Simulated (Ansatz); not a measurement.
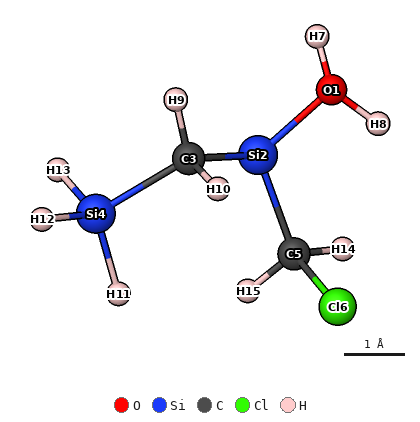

Fig. 1: The structure as given in the input (ball-and-stick view, seen at a tilt; atoms are numbered from 1 in the order of the input). Bond lengths as drawn: C–Cl 1.80 Å, C–H 1.07 to 1.14 Å, C–Si 1.83 to 1.87 Å, H–O 0.93 to 0.99 Å, H–Si 1.43 to 1.56 Å and O–Si 1.69 Å.

**Geometry relaxation of C2H9ClOSi2 (part 1 of 2)**

System: C2H9ClOSi2.
Method: RKS PBE-D4/6-31G* (Ansatz 0.2.0).

It belongs to a series of runs on one base structure; here: end point B relaxed. Figures and captions count atoms from 1; the log counts them from 0 in places.

### Output
```
The last accepted step is kept in [file] (removed where the run ends without a failure and the disk answers)
Engine: ansatz 0.2.0, x86_64-unknown-linux-gnu
Functional definition: PBE
  parameter kappa = 0.804
  parameter beta = 0.06672455060314922
  exchange = pbe_x(kappa = kappa, mu = beta*pi^2/3)
  correlation = pbe_c(beta = beta)
1508 factors; their error is unknown
mean field evaluation 1: about -32507.8676 eV, gradient 7.7e1 eV
mean field evaluation 2: about -32474.0100 eV, gradient 1.2e2 eV
mean field evaluation 4: about -32521.4099 eV, gradient 9.4e0 eV
mean field evaluation 8: about -32521.5922 eV, gradient 2.4e-1 eV
mean field evaluation 16: about -32521.4800 eV, gradient 3.9e-4 eV
mean field -32521.48002477 eV, -1195.1423470593 hartree, gradient 3.1e-5 eV, S^2 0.000000; 1 other end points of the search recorded, 0 dependent functions left out
the calculation of the forces begins
reference -32521.48006429 eV, -1195.1423485119 hartree; 37, 37 occupied and 83, 83 virtual orbitals, 1508 factors
relax step   1: F+E_penalty+E_count = -32521.91661413 eV  Δ(F+E_penalty+E_count) = +0.000e0 eV  max|allowed force component| = 7.589e0 eV/Å  Δτ_max = 0.0000 Å  (48 SCF iters, accepted)
these checks for a lower state are left out or cut short: starts, cluster_reference, orbital_swaps, neighbouring_geometries, increment
1508 factors; their error is unknown
mean field evaluation 32: about -32523.1278 eV, gradient 1.2e-3 eV
mean field -32523.12780094 eV, -1195.2029017167 hartree, gradient 1.6e-5 eV, S^2 0.000000; 0 other end points of the search recorded, 0 dependent functions left out
[... from here on the field's lines of each further geometry are left out, up to the last ...]
relax step   2: F+E_penalty+E_count = -32523.56303807 eV  Δ(F+E_penalty+E_count) = -1.646e0 eV  max|allowed force component| = 4.278e0 eV/Å  Δτ_max = 0.1947 Å  (35 SCF iters, accepted)
relax step   3: F+E_penalty+E_count = -32524.42784552 eV  Δ(F+E_penalty+E_count) = -8.648e-1 eV  max|allowed force component| = 1.128e0 eV/Å  Δτ_max = 0.1963 Å  (35 SCF iters, accepted)
relax step   4: F+E_penalty+E_count = -32524.71729750 eV  Δ(F+E_penalty+E_count) = -2.895e-1 eV  max|allowed force component| = 1.229e0 eV/Å  Δτ_max = 0.1947 Å  (30 SCF iters, accepted)
relax step   5: F+E_penalty+E_count = -32524.81301764 eV  Δ(F+E_penalty+E_count) = -9.572e-2 eV  max|allowed force component| = 9.567e-1 eV/Å  Δτ_max = 0.1942 Å  (29 SCF iters, accepted)
relax step   6: F+E_penalty+E_count = -32524.86562712 eV  Δ(F+E_penalty+E_count) = -5.261e-2 eV  max|allowed force component| = 6.966e-1 eV/Å  Δτ_max = 0.1999 Å  (28 SCF iters, accepted)
relax step   7: F+E_penalty+E_count = -32524.92844942 eV  Δ(F+E_penalty+E_count) = -6.282e-2 eV  max|allowed force component| = 7.023e-1 eV/Å  Δτ_max = 0.1950 Å  (28 SCF iters, accepted)
relax step   8: F+E_penalty+E_count = -32524.99482310 eV  Δ(F+E_penalty+E_count) = -6.637e-2 eV  max|allowed force component| = 5.993e-1 eV/Å  Δτ_max = 0.1951 Å  (28 SCF iters, accepted)
relax step   9: F+E_penalty+E_count = -32525.03419674 eV  Δ(F+E_penalty+E_count) = -3.937e-2 eV  max|allowed force component| = 7.693e-1 eV/Å  Δτ_max = 0.1932 Å  (28 SCF iters, accepted)
relax step  10: F+E_penalty+E_count = -32525.06166068 eV  Δ(F+E_penalty+E_count) = -2.746e-2 eV  max|allowed force component| = 7.350e-2 eV/Å  Δτ_max = 0.1464 Å  (29 SCF iters, accepted)
relax step  11: F+E_penalty+E_count = -32525.05377989 eV  Δ(F+E_penalty+E_count) = +7.881e-3 eV  max|allowed force component| = 2.290e-1 eV/Å  Δτ_max = 0.0735 Å  (29 SCF iters, rejected (line search))
relax step  12: F+E_penalty+E_count = -32525.06575420 eV  Δ(F+E_penalty+E_count) = -4.094e-3 eV  max|allowed force component| = 2.924e-2 eV/Å  Δτ_max = 0.0367 Å  (30 SCF iters, accepted)
relax step  13: F+E_penalty+E_count = -32525.06646884 eV  Δ(F+E_penalty+E_count) = -7.146e-4 eV  max|allowed force component| = 4.294e-2 eV/Å  Δτ_max = 0.0468 Å  (29 SCF iters, accepted)
relax step  14: F+E_penalty+E_count = -32525.06721946 eV  Δ(F+E_penalty+E_count) = -7.506e-4 eV  max|allowed force component| = 2.387e-2 eV/Å  Δτ_max = 0.0251 Å  (30 SCF iters, accepted)
the calculation of the forces begins
reference -32524.62728081 eV, -1195.2580065857 hartree; 37, 37 occupied and 83, 83 virtual orbitals, 1508 factors
relax step  15: F+E_penalty+E_count = -32525.06742662 eV  Δ(F+E_penalty+E_count) = -2.072e-4 eV  max|allowed force component| = 1.697e-2 eV/Å  Δτ_max = 0.0137 Å  (31 SCF iters, accepted)
1508 factors; their error is unknown
mean field evaluation 128: about -32524.6272 eV, gradient 1.2e-5 eV
```

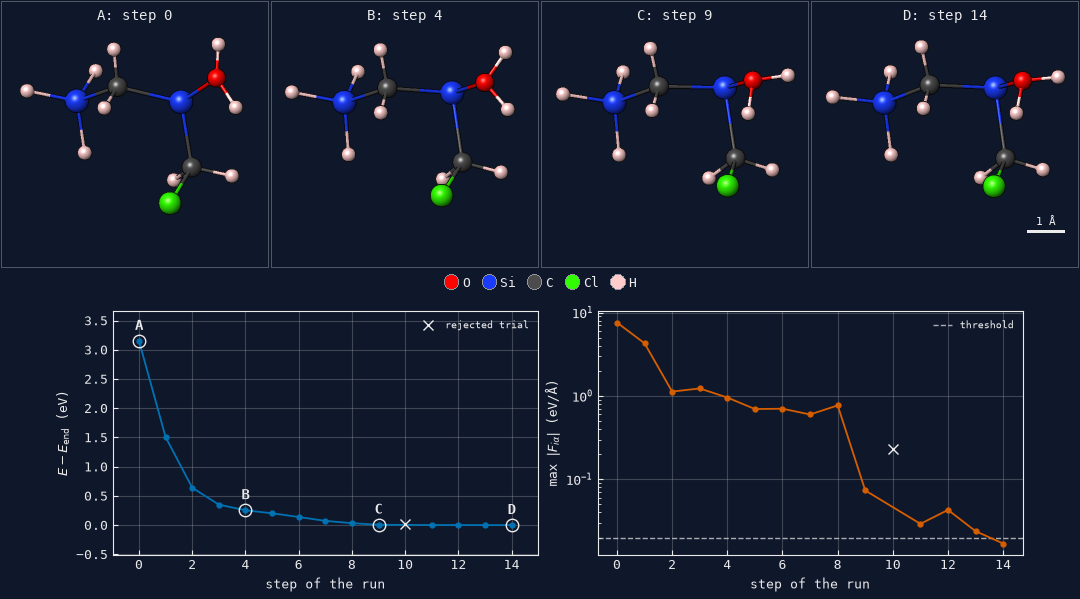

Fig. 2: Frames of the relaxation (ball-and-stick view, seen at a tilt) above the curves, on which the letters mark them (the first geometry is step 0 here and step 1 in the log).

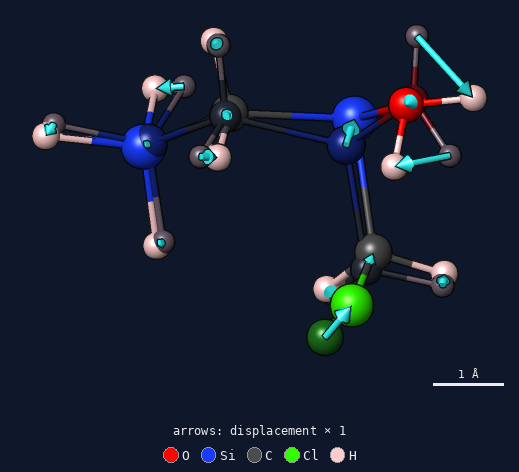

Fig. 3: Start (faint) and end (solid) with the displacements as teal arrows, at true length (ball-and-stick view, seen at a tilt). The two geometries are laid on each other by the best rigid fit. The energy falls by 3.151 eV in 14 geometry steps. Largest force component: 7.6 eV/Å at the start, 0.017 eV/Å at the end. The line search rejected the trial step at point 10 (counted from 0) and went back. H7 moves most after the best rigid fit: 1.22 Å. Largest moves by element: H 1.22 Å, Cl 0.67 Å, Si 0.60 Å, O 0.26 Å, C 0.26 Å. Among the contacts that change: O1–Si2 1.693 → 2.053 Å, Si2–C5 1.849 → 1.963 Å, Si2–C3 1.834 → 1.927 Å, Si4–H12 1.426 → 1.503 Å. Among the angles that change: H7–O1–H8 140.7° → 106.3°, O1–Si2–C5 114.1° → 89.3°, O1–Si2–C3 108.2° → 91.3°. (Atoms are counted from 1 in the order of the input.)

```
mean field -32524.62724149 eV, -1195.2580051407 hartree, gradient 1.2e-5 eV, S^2 0.000000; 1 other end points of the search recorded, 0 dependent functions left out
the calculation of the forces begins
reference -32524.62728081 eV, -1195.2580065857 hartree; 37, 37 occupied and 83, 83 virtual orbitals, 1508 factors
Total energy: -32525.06746594 eV, -1195.2741830908 hartree
Atom 0 at    -1.093213    -1.617270     1.725943 Å, force    -0.016645    -0.016973    -0.004171 eV/Å
Atom 1 at    -1.085008    -0.700066    -0.111286 Å, force     0.005928    -0.004217     0.011418 eV/Å
Atom 2 at     0.841303    -0.734273    -0.166850 Å, force     0.003547    -0.000433    -0.000767 eV/Å
Atom 3 at     1.515085     0.339887    -1.569453 Å, force     0.000328     0.002187    -0.004924 eV/Å
Atom 4 at    -1.326620     1.033337     0.778799 Å, force    -0.005897     0.003848    -0.014802 eV/Å
Atom 5 at    -0.442789     1.238346     2.417382 Å, force    -0.000570     0.003997    -0.008590 eV/Å
Atom 6 at    -2.018665    -1.833181     1.971677 Å, force     0.005469     0.000724    -0.004529 eV/Å
Atom 7 at    -0.794506    -0.897717     2.360096 Å, force     0.007257     0.015113     0.007038 eV/Å
Atom 8 at     1.173809    -1.771054    -0.361449 Å, force    -0.003032     0.002787    -0.001155 eV/Å
Atom 9 at     1.308392    -0.397400     0.779001 Å, force    -0.000316    -0.002743    -0.004869 eV/Å
Atom 10 at     1.170757     1.787470    -1.348305 Å, force     0.001531    -0.001827     0.000273 eV/Å
Atom 11 at     3.011145     0.244659    -1.682896 Å, force    -0.007414     0.001244     0.003000 eV/Å
Atom 12 at     0.927473    -0.063614    -2.892389 Å, force     0.003776     0.000826     0.003619 eV/Å
Atom 13 at    -2.378661     1.255036     1.020057 Å, force     0.003499    -0.000071     0.001927 eV/Å
Atom 14 at    -0.952193     1.852582     0.139792 Å, force     0.002538    -0.004462     0.016532 eV/Å
Dipole moment:    -0.312501    -0.230840     0.541598 e Å
```

### Trajectory as extended XYZ (Å, eV, eV/Å), 15 frames, from step=1 to step=15
```
15
Properties=species:S:1:pos:R:3:forces:R:3 step=1 energy=-32521.91661
O    -1.2745   -1.6140    1.5429    1.0429   2.9631   3.6348
Si   -0.8164   -0.4669    0.3849   -1.0859   1.0491  -7.5890
C     0.9509   -0.7396   -0.0243    1.7222   1.0084   2.3421
Si    1.4642    0.2546   -1.5174   -2.3583  -0.0832  -0.6259
C    -1.2224    1.2773    0.8461   -1.2620  -1.0267   1.5565
Cl   -0.1729    1.8292    2.1958    1.1165   1.0829   1.8320
H    -1.2983   -2.4998    1.2666   -1.0520  -3.1432  -0.2905
H    -1.6893   -1.0077    2.2065   -1.1217  -1.6183   1.5764
H     1.1696   -1.7883   -0.1506   -0.0401  -0.8600  -0.4449
H     1.6167   -0.4472    0.8582   -0.1430   0.0251  -0.6465
H     1.1083    1.6880   -1.2800    0.2011   0.1580   0.0169
H     2.8456    0.0924   -1.8329    1.4497  -0.1046  -0.3484
H     0.5475   -0.1886   -2.6970    0.6980   0.2237   0.5030
H    -2.2858    1.3793    1.2227    0.7495  -0.0397  -0.4639
H    -1.0869    1.9680    0.0386    0.0831   0.3654  -1.0525
15
Properties=species:S:1:pos:R:3:forces:R:3 step=2 energy=-32523.56304
O    -1.2390   -1.5817    1.5666    0.9101   0.9893   2.0691
Si   -0.8955   -0.4932    0.2090   -0.3381   0.8060  -4.2778
C     0.9580   -0.7232    0.0085    0.8030   0.2505   1.0410
Si    1.4324    0.2508   -1.5227   -0.7648  -0.0087  -0.2215
C    -1.2083    1.2470    0.8704   -0.6030  -0.3608   0.7097
Cl   -0.1528    1.8532    2.2432    0.3302   0.2996   0.6075
H    -1.3189   -2.5119    1.2980   -1.0369  -0.3769   0.6483
H    -1.7020   -1.0127    2.2380   -0.4525  -1.6542   0.4920
H     1.1673   -1.7876   -0.1593   -0.0037  -0.2746  -0.2752
H     1.6210   -0.4287    0.8677   -0.3294   0.0997  -0.2964
H     1.1186    1.6960   -1.2801    0.1091   0.1078  -0.0443
H     2.8587    0.0942   -1.8391    0.5790  -0.0026  -0.2122
H     0.5677   -0.1857   -2.6942    0.3146   0.0713   0.1584
H    -2.2652    1.3705    1.2148    0.3777  -0.0074  -0.1189
H    -1.0858    1.9499    0.0396    0.1046   0.0609  -0.2798
15
Properties=species:S:1:pos:R:3:forces:R:3 step=3 energy=-32524.42785
O    -1.1562   -1.5425    1.6348    0.4443  -0.7598   0.3787
Si   -0.9545   -0.5122    0.0227    0.2774   0.4962  -0.6601
C     0.9645   -0.7186    0.0162   -0.2102  -0.2051  -0.4347
Si    1.4337    0.2549   -1.5300    0.3322   0.0973   0.1388
C    -1.2195    1.2099    0.8808    0.0319   0.1301  -0.2483
Cl   -0.1496    1.8300    2.2694   -0.0829  -0.2479  -0.0820
H    -1.4034   -2.4776    1.3658   -0.4514   1.1276   0.8886
H    -1.7081   -1.0539    2.2911   -0.2784  -0.8722  -0.0096
H     1.1776   -1.7903   -0.1901    0.0259   0.1489  -0.0352
H     1.5760   -0.4054    0.8779   -0.2104   0.1588   0.1620
H     1.1398    1.7095   -1.2923    0.0561   0.0324  -0.0732
H     2.8921    0.1064   -1.8616   -0.0005   0.0534  -0.1031
H     0.6031   -0.1795   -2.6951    0.0214  -0.0459  -0.1362
H    -2.2603    1.3674    1.2174    0.0196  -0.0576   0.0524
H    -1.0789    1.9386    0.0532    0.0249  -0.0563   0.1619
15
Properties=species:S:1:pos:R:3:forces:R:3 step=4 energy=-32524.71730
O    -1.1467   -1.5633    1.7428   -0.2296  -1.1036  -0.0412
Si   -0.9727   -0.5330   -0.0199    0.1697   0.1636  -0.0315
C     0.9542   -0.6965   -0.0329   -0.1572  -0.1529  -0.2620
Si    1.4868    0.2820   -1.5630    0.2033   0.0908   0.1378
C    -1.2221    1.1890    0.8567    0.1555   0.1472  -0.1622
Cl   -0.1421    1.7221    2.2787   -0.1323  -0.2132  -0.1869
H    -1.5456   -2.4587    1.4974    0.2383   1.2291   0.4966
H    -1.7405   -1.1002    2.3780   -0.0384  -0.2248  -0.0687
H     1.2049   -1.7633   -0.2255    0.0122   0.1878   0.0597
H     1.4835   -0.3491    0.8728   -0.1165   0.0273  -0.0035
H     1.1966    1.7413   -1.3450    0.0435   0.0069  -0.0557
H     2.9470    0.1393   -1.9161   -0.0929   0.0022   0.0461
H     0.6799   -0.1645   -2.7409   -0.0197  -0.0195  -0.1374
H    -2.2543    1.3368    1.2139   -0.0536  -0.0341   0.0359
H    -1.0726    1.9547    0.0632    0.0177  -0.1068   0.1728
15
Properties=species:S:1:pos:R:3:forces:R:3 step=5 energy=-32524.81302
O    -1.1342   -1.5813    1.8040   -0.7373  -0.8325  -0.0181
Si   -0.9884   -0.5737   -0.0464    0.0396  -0.1254   0.0109
C     0.9306   -0.6817   -0.0776   -0.0058   0.0017   0.0041
Si    1.5055    0.3157   -1.5805    0.0366  -0.0222  -0.0044
C    -1.2263    1.1367    0.8291    0.0536   0.1912   0.0299
Cl   -0.1516    1.5702    2.2844   -0.1401  -0.1124  -0.0959
H    -1.6956   -2.3938    1.6023    0.5597   0.9567   0.2629
H    -1.6567   -1.0405    2.4480    0.2186  -0.1070  -0.1559
H     1.2318   -1.7358   -0.2401    0.0072   0.0895  -0.0021
H     1.4048   -0.3047    0.8507   -0.0542  -0.0343  -0.1097
H     1.2369    1.7815   -1.3830    0.0017  -0.0053   0.0002
H     2.9672    0.1557   -1.8947   -0.0076  -0.0114   0.0402
H     0.7314   -0.1251   -2.7920    0.0299   0.0328  -0.0318
H    -2.2609    1.2879    1.1821    0.0098   0.0146   0.0048
H    -1.0380    1.9255    0.0739   -0.0118  -0.0360   0.0647
```
